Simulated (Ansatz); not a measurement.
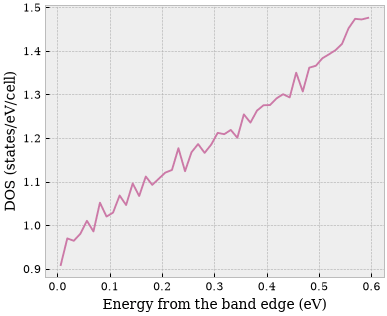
*Density of states of monolayer ZrSe$_{2}$ above the conduction band minimum, HSE06, rigid bands in Ansatz (a first-principles code); cell area 12.50 Å².*

What effective density of states at 300 K does this give (∫ g(E) exp(−E/k_BT) dE, both spins, divided by the cell's size)?

2.0e13 cm⁻².

Spin-orbit coupling is left out. Geometry: cell and atoms relaxed with PBE.

Model free-standing layer, not matched to a measured one here: monolayer ZrSe2.
